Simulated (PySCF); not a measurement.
## Electronic structure of PF (triplet) in real space

```tsv
atom	x (Å)	y (Å)	z (Å)
P	0.0000	0.0000	-0.6075
F	0.0000	0.0000	0.9905
```

Level of theory: PySCF 2.14.0, PBE0/def2-TZVPPD, non-relativistic Hamiltonian with scalar-relativistic core potentials where named, at a bond length of 1.598 Å.

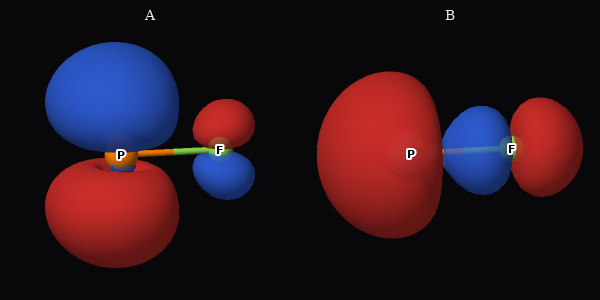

Figure 1. Two frontier α-spin orbitals, each drawn at the value that holds 80 % of its norm (red and blue are the two phases), in no order; of a degenerate pair one member is drawn.

Q: Label each orbital by symmetry, say whether it is occupied, and order them by energy.

A: Orbital B: σ, occupied in this spin, −12.86 eV; shared between the atoms (P 60 %, F 40 %).
Orbital A: π, occupied in this spin, −6.96 eV; mainly on P (90 %).

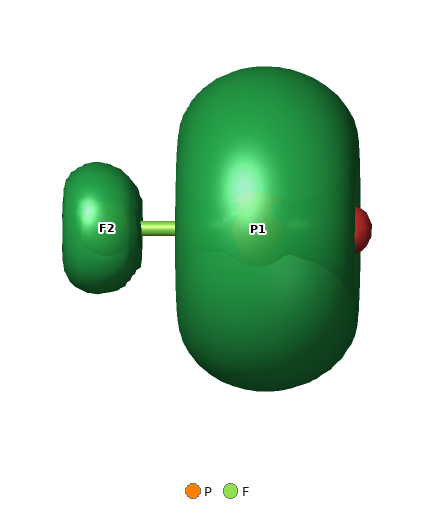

Figure 2. Isosurfaces of the spin density (α minus β) at +0.03 (green) and −0.03 e/Å³ (red), seen from one side.

Q: Describe the spin distribution.

A: The unpaired spin (2 electrons) lies mostly on P1 (about 1.8) and F2 (about 0.2), in electrons by Hirshfeld's partition.

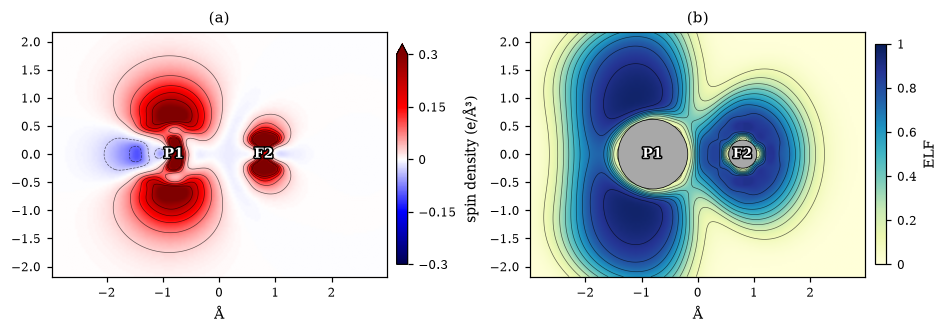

Figure 3. (a) spin density; (b) ELF on a plane that holds the molecular axis. Grey discs cover the atomic cores in the ELF map.

Q: Interpret the plot.

A: The plane passes through P and F nuclei.
P–F (1.60 Å): the ELF peaks at about 0.85 in the valence shell of F, 0.6 Å from its nucleus, and is about 0.65 at the midpoint.
The ELF also peaks beside P1 and F2, away from the bonds: non-bonding electrons, paired or unpaired.
